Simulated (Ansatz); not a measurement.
# Structural relaxation of C(110) slab, H on both faces (240 atoms), part 2 of 2

Wanted: the relaxed structure of C(110) slab, H on both faces (240 atoms) and its electronic structure.

Ansatz 0.2.0; Kohn-Sham DFT, PBE+D3(BJ), PAW (set soft_2), plane waves.

The cell: 180 C and 60 H. The Brillouin zone is sampled at Γ only, in a cell whose shortest periodic width is 11 Å.

So far. Step 3 (Relaxation): The relaxation changed the energy by -30.0 meV/atom, and atoms moved by 0.047 Å r.m.s., 0.098 Å at most.

### Step 5. Single point at the relaxed geometry

One more single point at the end of the walk gives the fuller output and checks the residual forces.

The input, input.yaml:

```yaml
crystal:
  lattice:
    - [12.61125, 0.0, 0.0]
    - [0.0, 10.701, 0.0]
    - [0.0, 0.0, 18.08559]
  atoms:
    - { symbol: C, position: [0.89988, 0.1656, 0.3275] }
    - { symbol: C, position: [0.99983, 0.08578, 0.32749] }
    - { symbol: C, position: [0.99986, 0.00044, 0.39561] }
    - { symbol: C, position: [0.89986, 0.25103, 0.39558] }
    - { symbol: C, position: [0.89982, 0.16744, 0.4653] }
    - { symbol: C, position: [0.99983, 0.08402, 0.46533] }
    - { symbol: C, position: [0.99984, 0.00073, 0.53484] }
    - { symbol: C, position: [0.89984, 0.25066, 0.53481] }
    - { symbol: C, position: [0.89985, 0.16708, 0.60452] }
    - { symbol: C, position: [0.99987, 0.08433, 0.60454] }
    - { symbol: C, position: [0.99983, 0.99892, 0.67263] }
    - { symbol: C, position: [0.89982, 0.25254, 0.6726] }
    - { symbol: C, position: [0.09984, 0.16558, 0.32747] }
    - { symbol: C, position: [0.19986, 0.08583, 0.3275] }
    - { symbol: C, position: [0.19987, 0.0004, 0.39561] }
    - { symbol: C, position: [0.09983, 0.251, 0.39555] }
    - { symbol: C, position: [0.09984, 0.16741, 0.46531] }
    - { symbol: C, position: [0.19986, 0.08401, 0.46532] }
    - { symbol: C, position: [0.19986, 0.00077, 0.53485] }
    - { symbol: C, position: [0.09988, 0.25071, 0.53483] }
    - { symbol: C, position: [0.09987, 0.16708, 0.60454] }
    - { symbol: C, position: [0.19988, 0.08437, 0.60456] }
    - { symbol: C, position: [0.19984, 0.999, 0.67268] }
    - { symbol: C, position: [0.09979, 0.25248, 0.67262] }
    - { symbol: C, position: [0.89985, 0.49897, 0.32748] }
    - { symbol: C, position: [0.99984, 0.41922, 0.32747] }
    - { symbol: C, position: [0.99985, 0.33381, 0.39558] }
    - { symbol: C, position: [0.89986, 0.58434, 0.39562] }
    - { symbol: C, position: [0.89984, 0.5007, 0.46531] }
    - { symbol: C, position: [0.99985, 0.41736, 0.4653] }
    - { symbol: C, position: [0.99985, 0.33406, 0.53481] }
    - { symbol: C, position: [0.89983, 0.58399, 0.53482] }
    [... 202 atom lines left out ...]
    - { symbol: H, position: [0.59996, 0.72161, 0.72355] }
    - { symbol: H, position: [0.49985, 0.8631, 0.72348] }
    - { symbol: H, position: [0.69978, 0.88835, 0.27671] }
    - { symbol: H, position: [0.79959, 0.69658, 0.27664] }
    - { symbol: H, position: [0.79989, 0.72146, 0.72357] }
    - { symbol: H, position: [0.69995, 0.86319, 0.72351] }
kpoints:
  mp_grid: { grid: [1, 1, 1] }
hamiltonian:
  xc: pbe
  dispersion: d3bj
scf:
  occupations: { method: fixed }
output:
  forces: true
  populations: true
  dos:
    method: { smearing: { sigma: 0.15 } }
    de: 0.1
    projected:
      site_lists:
        C: [C]
        H: [H]
        hydrogen: [180, 181, 182, 183, 184, 185, 186, 187, 188, 189, 190, 191, 192, 193, 194, 195, 196, 197, 198, 199, 200, 201, 202, 203, 204, 205, 206, 207, 208, 209, 210, 211, 212, 213, 214, 215, 216, 217, 218, 219, 220, 221, 222, 223, 224, 225, 226, 227, 228, 229, 230, 231, 232, 233, 234, 235, 236, 237, 238, 239]
  eigenvalues: true
  write_density: true
  write_potential: true
  volumetric_format: npy
  elf: true
```

Launch:

```bash
$ ansatz run input.yaml --threads 4 --pin off --max-ram 8192MiB --backend cpu --events-out ev --progress --plain --runs-dir out
```

Numbers of over 12 decimals in the logs are rounded to 6 here.

The program printed:

```text
[...]
Crystal: 240 atoms, lattice volume = 2440.704 Å³
Basis set: ecut = 420 eV, 47673 PW (Γ), exchange–correlation on 180×144×250 points (8 copies of the dense FFT grid, shifted against one another)
Bands: 630, of which v1, the nominal top of the filled ones, is band 390 counted from 1 (389 counted from 0)
Symmetry: 1 space group operations
[...]
k-points: 1
[...]
SCF iter   1: F=—  HF=-46142.502812 eV  |F-HF|=—  |Δ(HF+E_count)|=         —  Δρ=4.01e-3  dr2=1.96e0  ethr=1.77e-3  ⟨swp⟩=6.0  Hψ=2651  notcnv=0  defer=238
[...]
SCF iter   8: F=-46142.116477 eV  HF=-46142.116477 eV  |F-HF|=6.11e-10  |Δ(HF+E_count)|=   5.66e-8  Δρ=4.30e-7  dr2=3.48e-9  ethr=7.46e-12  ⟨swp⟩=10.0  Hψ=4160  notcnv=0
SCF 1 converged in 8 iterations: F = -46142.116477 eV  dr2 = 3.48e-9
[...]
WARN: The output density's exchange-correlation potential varies sharply where the density is thin. Do not read a vacuum level from v_tot or v_xc, or from such a field of the output density. On a cell that repeats whose density bears no net charge and no dipole along the vacuum's axis use v_es (v_loc + v_h of the components); [...]
SCF converged after 8 iterations
Free energy (F): -46142.116477 eV
[...]
Internal energy: -46142.116477 eV  (E = F + TS)
E sigma→0 (E₀):  -46142.116477 eV
Fermi energy:    3.969505 eV
[...]
--- Forces (eV/Å), atoms counted from 1 ---
  atom   1  C     -0.00513092    -0.00100778    -0.00692685
  atom   2  C      0.01465873     0.00264227     0.01077073
  atom   3  C     -0.00581322    -0.01111281     0.00238297
  atom   4  C     -0.00371329     0.00223528    -0.00329235
  atom   5  C      0.00872635    -0.00997575    -0.00034079
  atom   6  C      0.00683797     0.00430297    -0.01079827
  atom   7  C      0.00541756     0.00511998     0.00397414
  atom   8  C      0.00257375     0.01289540     0.00060301
  atom   9  C      0.00144503     0.00541626     0.00476961
  atom  10  C     -0.01107102     0.00387653    -0.00337948
  atom  11  C     -0.00172425     0.00232652    -0.00854846
  atom  12  C      0.00100165    -0.01326897     0.00377015
  atom  13  C     -0.00559080    -0.00289289     0.00099492
  atom  14  C     -0.00312561    -0.00313739    -0.01221348
[...]
atom 239  H     -0.00213155     0.00473766    -0.00726645
  atom 240  H     -0.00330756    -0.00639231     0.00150977
  max |Σ_I F_I| component: 3.44e-5 eV/Å
--- Band table (eV) ---
[...]
--- Löwdin populations: 240 sites ---
  site symbol       q [e]
     0      C      4.1152
     1      C      4.1151
     2      C      3.9814
[...]
239      H      0.8525
  spilling = 0.004923 (of n_electrons = 780.000000)
```

Elapsed: 2.9 min, on 4 threads of Arm Neoverse N1, shared host; peak memory 3.7 GiB.

The program notes that the exchange-correlation potential is rough where the density is thin.

Read from the output:

* free energy: -46142.1165 eV
* free energy per atom: -192.2588 eV/atom
* SCF cycles: 8
* r.m.s. force component: 0.00694 eV/Å
* longest force: 0.03277 eV/Å
* Fermi energy: 3.97 eV
* gap (highest filled to lowest empty level): 2.223 eV
* potential in mid-vacuum, over the Fermi level: 3.188 eV
* potential 4.5 Å over the upper face: 3.188 eV
* potential 4.5 Å under the lower face: 3.193 eV
* spilling of the projection: 0.004923

Löwdin charges by element (they lack the spilled electrons, 0.016 e an atom on average):

```csv
element,coordination,atoms,mean charge (e),spread,least,most
C,all,180,-0.0278,0.0618,-0.115,0.0187
H,all,60,0.147,1.0e-4,0.147,0.148
```

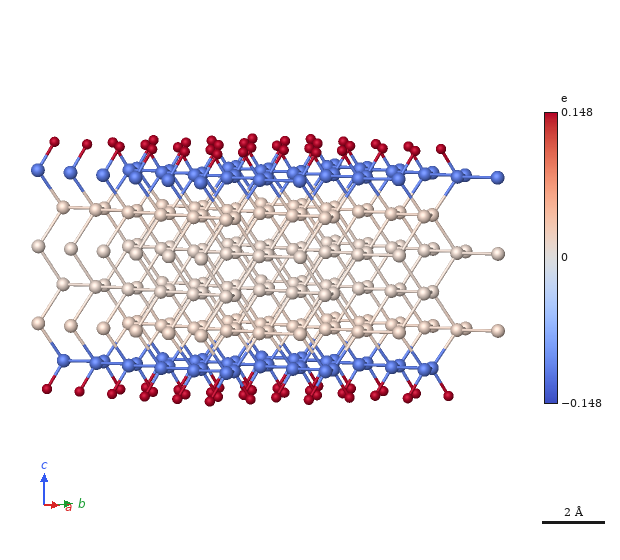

Atoms coloured by Löwdin charge. Some periodic images of atoms are drawn too.

By region:

```
  region  atoms  mean length of the force (eV/Å)
    slab    180                            0.012
hydrogen     60                            0.008
```

States in the cell by windows of 1 eV, zero at the Fermi level; the larger projections on atomic orbitals stand beside the total:

| from (eV) | to (eV) | total | C p | C s | H s | hydrogen |
| --- | --- | --- | --- | --- | --- | --- |
| -14 | -13 | 23.9 | 9.7 | 12.9 | 1.2 | 1.2 |
| -13 | -12 | 30.4 | 18.8 | 10.3 | 1.1 | 1.1 |
| -12 | -11 | 42.5 | 26.5 | 13.4 | 2.3 | 2.3 |
| -11 | -10 | 36.0 | 21.5 | 11.0 | 3.3 | 3.3 |
| -10 | -9 | 31.3 | 20.7 | 8.7 | 1.7 | 1.7 |
| -9 | -8 | 49.2 | 39.8 | 4.6 | 4.4 | 4.4 |
| -8 | -7 | 56.5 | 44.6 | 6.6 | 5.1 | 5.1 |
| -7 | -6 | 64.1 | 53.9 | 5.1 | 4.8 | 4.8 |
| -6 | -5 | 77.5 | 65.3 | 5.3 | 6.7 | 6.7 |
| -5 | -4 | 80.1 | 71.6 | 2.5 | 5.8 | 5.8 |
| -4 | -3 | 63.9 | 57.9 | 1.1 | 4.7 | 4.7 |
| -3 | -2 | 50.3 | 46.1 | 1.0 | 3.0 | 3.0 |
| -2 | -1 | 19.2 | 17.7 | 0.4 | 1.0 | 1.0 |
| -1 | 0 | 9.3 | 8.5 | 0.1 | 0.7 | 0.7 |
| 0 | 1 | 0.7 | 0.7 | 0.0 | 0.0 | 0.0 |
| 1 | 2 | 0.2 | 0.0 | 0.0 | 0.0 | 0.0 |
| 2 | 3 | 9.7 | 1.1 | 0.9 | 2.4 | 2.4 |
| 3 | 4 | 11.7 | 1.5 | 1.1 | 2.7 | 2.7 |
| 4 | 5 | 27.6 | 4.6 | 3.9 | 5.4 | 5.4 |

With fixed occupations the program's Fermi level is the highest filled level; weight inside the gap is the broadening of levels at its edges.

Between -22 and -14 eV lie 145 more states.

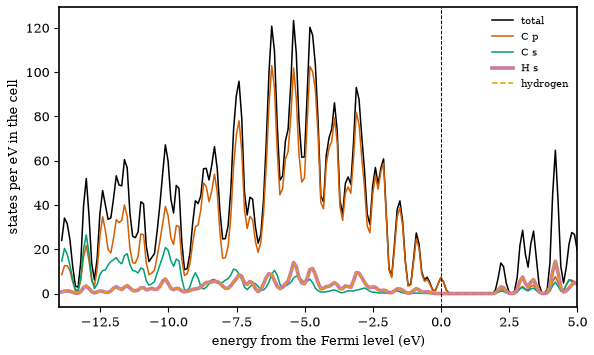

Total and projected density of states, with the broadening of the input.

The levels nearest the highest filled one (over half full), pooled over k-points and spins:

```csv
level less the highest filled one (eV),occupation
-0.917,2
-0.916,2
-0.868,2
-0.847,2
-0.508,2
0,2
2.22,0
2.23,0
2.96,0
2.96,0
2.98,0
2.98,0
```

Planar average of the electrostatic potential energy along the normal, with the Fermi level as zero, after a running mean with a triangular window 4 Å wide at its base:

| height (Å) | potential energy (eV) |
| --- | --- |
| 0.0 | 3.19 |
| 0.7 | 3.19 |
| 1.4 | 3.19 |
| 2.2 | 3.17 |
| 2.9 | 3.01 |
| 3.6 | 2.14 |
| 4.3 | -0.34 |
| 5.1 | -3.94 |
| 5.8 | -7.86 |
| 6.5 | -9.99 |
| 7.2 | -11.02 |
| 8.0 | -10.90 |
| 8.7 | -10.96 |
| 9.3 | -10.88 |
| 10.0 | -10.97 |
| 10.7 | -11.00 |
| 11.4 | -10.32 |
| 12.2 | -8.45 |
| 12.9 | -4.77 |
| 13.6 | -1.00 |
| 14.3 | 1.78 |
| 15.0 | 2.90 |
| 15.8 | 3.16 |
| 16.5 | 3.19 |
| 17.2 | 3.19 |
| 17.9 | 3.19 |

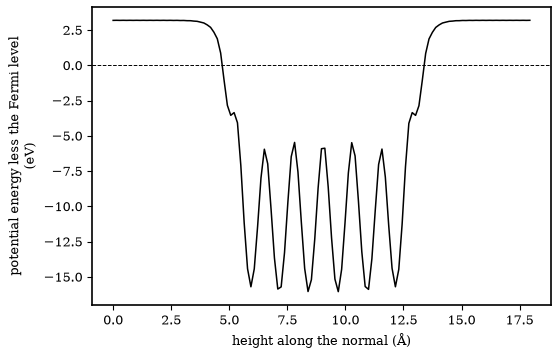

Planar average of the electrostatic potential energy; the dashed line is the Fermi level.

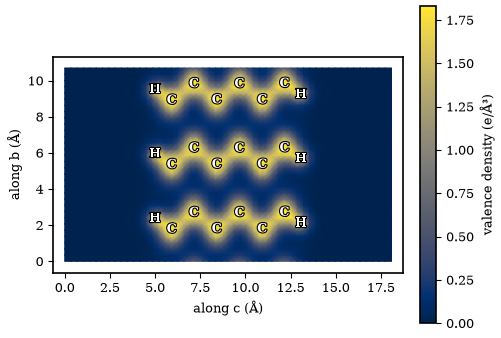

Valence density in the cb plane at fractional x = 0.100, with atoms of C and H within 0.2 Å of it. It is the smooth field of the valence electrons, not physical close to the nuclei.

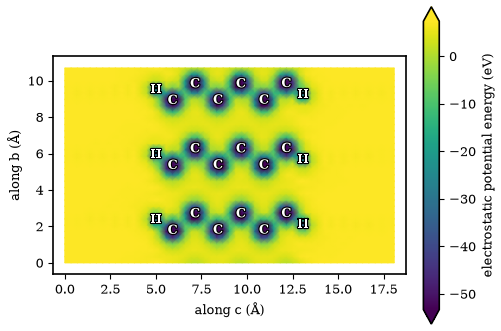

Electrostatic potential energy in the cb plane at fractional x = 0.100, with atoms of C and H within 0.2 Å of it. With pseudopotentials it is smooth inside the atoms' cores, unlike the true potential.

Mean Löwdin charges: C -0.03, H +0.15 e (they miss 0.49 % of the electrons, so they add up to more than the cell's charge). Charges this small depend on the projection, at times even in sign. The potential stands 3.19 eV above the highest filled level over the upper face and 3.19 eV under the lower one, a reading of the ionisation potential at this level on the run's k-points.

The surroundings of C68, picked at random, nearest first, numbered as they follow in the input and with coordinates relative to it.

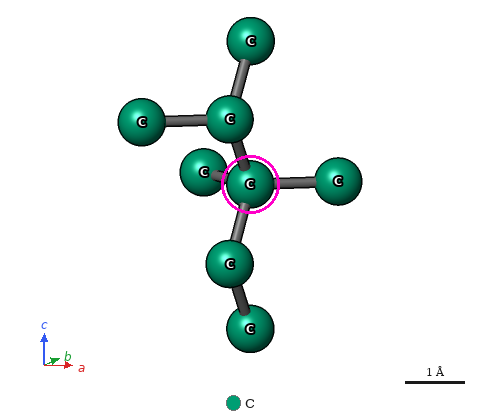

The atoms of the table, within 2.5 Å (arrows a, b, c point along x, y, z); some may hide others; the central atom is ringed.

```csv
atom,x,y,z,distance (Å),bonds,Löwdin charge (e)
C68,0.00,0.00,0.00,0.00,4,0.01
C65,0.00,-0.89,-1.26,1.54,4,0.01
C7,1.26,0.89,0.00,1.54,4,0.01
C115,-1.26,0.89,0.00,1.55,4,0.01
C69,0.00,-0.90,1.26,1.55,4,0.02
C72,0.00,0.02,2.49,2.49,4,-0.12
C64,0.00,0.00,-2.52,2.52,4,0.02
C178,-1.26,-1.78,1.26,2.52,4,0.02
```

The column of bonds counts only the pairs C-C within 1.85 Å, C-H within 1.34 Å; other neighbours, such as metal atoms beside each other in a compound, aren't counted, and periodic images can show an atom twice.

### Step 6. A changed input

A doubtful change is made on purpose, to see how the program answers.

input.yaml, the sections that differ from step 5:

```yaml
crystal:
  lattice:
    - [12.61125, 0.0, 0.0]
    - [0.0, 10.701, 0.0]
    - [0.0, 0.0, 18.08559]
  atoms:
    [... the 240 atom lines of step 2 ...]
scf:
  occupations: { method: fixed }
  mixing: { algorithm: anderson, beta: 0.001, ndim: 1 }
  max_iter: 60
output:
  forces: true
# kpoints, hamiltonian: as in step 5
```

The program printed:

```text
Engine: ansatz 0.2.0, aarch64-unknown-linux-gnu
Pseudopotentials: kind: paw
Pseudopotential: C, paw, valence charge 4, recommended cutoff 420 eV (normal), C.paw.azcp
Pseudopotential: H, paw, valence charge 1, recommended cutoff 420 eV (normal), H.paw.azcp
[... 5 lines on functional and potentials left out ...]
Crystal: 240 atoms, lattice volume = 2440.704 Å³
Basis set: ecut = 420 eV, 47673 PW (Γ), exchange–correlation on 180×144×250 points (8 copies of the dense FFT grid, shifted against one another)
Bands: 630, of which v1, the nominal top of the filled ones, is band 390 counted from 1 (389 counted from 0)
Symmetry: 1 space group operations
Space group: P1 (ITA 1), of the structure as read, at distance tolerance 1.3e-4 Å
k-points: 1
[... 5 lines on functional and potentials left out ...]
Initial density: superposition of atomic densities (neutral atoms: chi_scale 0, normalization atom), corrected by the library's trained network
Initial wavefunctions: pseudopotential atomic-orbital guess
Functional: x = pbe(κ = 0.804, μ = 0.219515), c = pbe(β = 0.066725)
SCF iter   1: F=—  HF=-46135.230676 eV  |F-HF|=—  |Δ(HF+E_count)|=         —  Δρ=4.17e-3  dr2=1.64e0  ethr=1.77e-3  ⟨swp⟩=9.0  Hψ=2427  notcnv=0  defer=238
preconditioner: auto → Resta (q_TF=auto, 2.256 Å⁻¹)  ε∞=2.6  [insulator: Δε(μ)=2.661 eV  Ē_g=16.833 eV  n_scr=466 (ndim 1)  ℏωp=21.0 eV  f_vac=0.442  ε∞_Penn≈2.6  vacuum switching on, ρ_ref=2.1e-2 e/Å³]
SCF iter   2: F=—  HF=-46135.235757 eV  |F-HF|=—  |Δ(HF+E_count)|=   5.08e-3  Δρ=4.20e-3  dr2=1.64e0  ethr=2.10e-4  ⟨swp⟩=2.0  Hψ=669  notcnv=0  defer=238
SCF iter   3: F=—  HF=-46135.233895 eV  |F-HF|=—  |Δ(HF+E_count)|=   1.86e-3  Δρ=4.20e-3  dr2=1.63e0  ethr=2.10e-4  ⟨swp⟩=1.0  Hψ=398  notcnv=0  defer=118
automatic band count: iteration 3 solves 512 bands in place of 630: the levels show a gap, and the empty bands left out lie too high to hold charge; the band table lists the bands solved (type scf.n_extra_bands for more)
SCF iter   4: F=—  HF=-46135.231953 eV  |F-HF|=—  |Δ(HF+E_count)|=   1.94e-3  Δρ=4.20e-3  dr2=1.63e0  ethr=2.10e-4  ⟨swp⟩=1.0  Hψ=398  notcnv=0  defer=117
SCF iter   5: F=—  HF=-46135.230352 eV  |F-HF|=—  |Δ(HF+E_count)|=   1.60e-3  Δρ=4.19e-3  dr2=1.62e0  ethr=2.09e-4  ⟨swp⟩=1.0  Hψ=398  notcnv=0  defer=116
SCF iter   6: F=—  HF=-46135.228932 eV  |F-HF|=—  |Δ(HF+E_count)|=   1.42e-3  Δρ=4.19e-3  dr2=1.62e0  ethr=2.08e-4  ⟨swp⟩=1.0  Hψ=398  notcnv=0  defer=116
SCF iter   7: F=—  HF=-46135.227645 eV  |F-HF|=—  |Δ(HF+E_count)|=   1.29e-3  Δρ=4.18e-3  dr2=1.61e0  ethr=2.08e-4  ⟨swp⟩=1.0  Hψ=398  notcnv=0  defer=115
SCF iter   8: F=—  HF=-46135.226387 eV  |F-HF|=—  |Δ(HF+E_count)|=   1.26e-3  Δρ=4.18e-3  dr2=1.61e0  ethr=2.07e-4  ⟨swp⟩=1.0  Hψ=398  notcnv=0  defer=114
SCF iter   9: F=—  HF=-46135.225190 eV  |F-HF|=—  |Δ(HF+E_count)|=   1.20e-3  Δρ=4.18e-3  dr2=1.60e0  ethr=2.06e-4  ⟨swp⟩=1.0  Hψ=398  notcnv=0  defer=114
SCF iter  10: F=—  HF=-46135.223957 eV  |F-HF|=—  |Δ(HF+E_count)|=   1.23e-3  Δρ=4.17e-3  dr2=1.60e0  ethr=2.05e-4  ⟨swp⟩=1.0  Hψ=398  notcnv=0  defer=114
[...]
SCF iter  26: F=—  HF=-46135.205990 eV  |F-HF|=—  |Δ(HF+E_count)|=   1.06e-3  Δρ=4.10e-3  dr2=1.51e0  ethr=1.95e-4  ⟨swp⟩=1.0  Hψ=398  notcnv=0  defer=114
SCF iter  27: F=—  HF=-46135.204925 eV  |F-HF|=—  |Δ(HF+E_count)|=   1.06e-3  Δρ=4.10e-3  dr2=1.51e0  ethr=1.94e-4  ⟨swp⟩=1.0  Hψ=398  notcnv=0  defer=114
SCF iter  28: F=—  HF=-46135.203819 eV  |F-HF|=—  |Δ(HF+E_count)|=   1.11e-3  Δρ=4.10e-3  dr2=1.50e0  ethr=1.93e-4  ⟨swp⟩=1.0  Hψ=398  notcnv=0  defer=114
SCF iter  29: F=—  HF=-46135.202712 eV  |F-HF|=—  |Δ(HF+E_count)|=   1.11e-3  Δρ=4.09e-3  dr2=1.50e0  ethr=1.93e-4  ⟨swp⟩=1.0  Hψ=398  notcnv=0  defer=114
SCF iter  30: F=—  HF=-46135.201625 eV  |F-HF|=—  |Δ(HF+E_count)|=   1.09e-3  Δρ=4.09e-3  dr2=1.49e0  ethr=1.92e-4  ⟨swp⟩=1.0  Hψ=398  notcnv=0  defer=114
SCF iter  31: F=—  HF=-46135.202604 eV  |F-HF|=—  |Δ(HF+E_count)|=   9.79e-4  Δρ=4.08e-3  dr2=1.49e0  ethr=1.28e-7  ⟨swp⟩=1.0  Hψ=1490  notcnv=0
Mixer restart at iter 31: flushing history
automatic band count: iteration 31 solves 630 bands in place of 512: the mixing has stalled, and the SCF is to minimise its free energy, so it keeps every band
iteration 31: the SCF's residuals had fallen too slowly under its mixing. It goes on by minimising its free energy, and can end on another state than longer mixing would; under `scf.algorithm: density_mixing` no SCF does so, but by `scf.convergence.dm_fallback`
SCF iter  32: F=—  HF=-46134.973854 eV  |F-HF|=—  |Δ(HF+E_count)|=   2.29e-1  Δρ=2.26e-3  dr2=2.07e-1  ethr=1.28e-7  ⟨swp⟩=113.0  Hψ=8185  notcnv=0
SCF iter  33: F=—  HF=-46134.917781 eV  |F-HF|=—  |Δ(HF+E_count)|=   5.61e-2  Δρ=6.97e-4  dr2=3.41e-2  ethr=1.28e-7  ⟨swp⟩=54.0  Hψ=5448  notcnv=0
SCF iter  34: F=—  HF=-46134.909679 eV  |F-HF|=—  |Δ(HF+E_count)|=   8.10e-3  Δρ=1.80e-4  dr2=1.43e-3  ethr=1.28e-7  ⟨swp⟩=119.0  Hψ=4486  notcnv=0
```

Run time: 8.2 min. Hardware: 4 threads; peak memory 4.2 GiB.

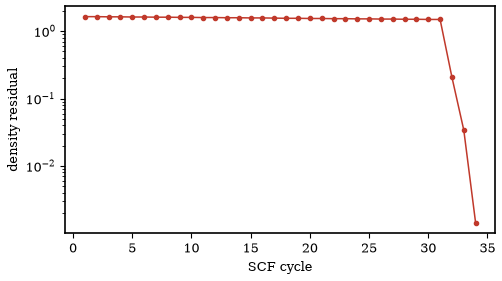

Residual by cycle in this run.

The run was cut off at its time limit.

After 34 cycles the residual stands at 0.0014.

The change made on purpose: scf.mixing.algorithm = "anderson", scf.mixing.beta = 0.001 and scf.mixing.ndim = 1.

### Step 7. Results

```yaml
energy_change_in_the_relaxation: -30.03 meV/atom
r_m_s_displacement: 0.047 Å
largest_displacement: 0.098 Å
free_energy_per_atom: -192.2588 eV/atom
r_m_s_force_component: 0.00694 eV/Å
spacing_of_highest_filled_and_lowest_empty_level: 2.223 eV
potential_in_mid_vacuum_over_the_fermi_level: 3.188 eV
wall_time_of_the_4_dft_runs: 16 min
```

In words: Relaxation lowers the energy by 30.0 meV/atom and moves atoms by 0.047 Å r.m.s.; the r.m.s. force component goes from 1.0 to 0.0069 eV/Å, and the gap from 2.14 to 2.22 eV. By the final cutoffs no bond was broken or made. From the first step to the last the energy fell by 7.207 eV, and the largest move was 0.10 Å (H207). The C-H bonds change most in mean length: from 1.083 Å (spread 0.030) to 1.098 Å (spread 0.000). Counting bonds as in the table, all C atoms have 4 and all H atoms have 1 bonded neighbour. Between filled and empty levels lie 2.22 eV at Γ alone; the mesh holds the band edges only if they fold onto it, so the gap at this level can be narrower or closed, and states at the surface or the caps may set it. The potential stands 3.19 eV above the highest filled level over the upper face and 3.19 eV under the lower one, a reading of the ionisation potential at this level on the run's k-points.

[Logs are printed without paths, hosts, clocks, repeated set-up lines and the standing remarks that a program may print on its own settings, such as how far it seeks lower states.]

[Hosts, paths, dates, database ids (printed as entryN), source tags and the programs' standing remarks are cut or masked in the printed files.]
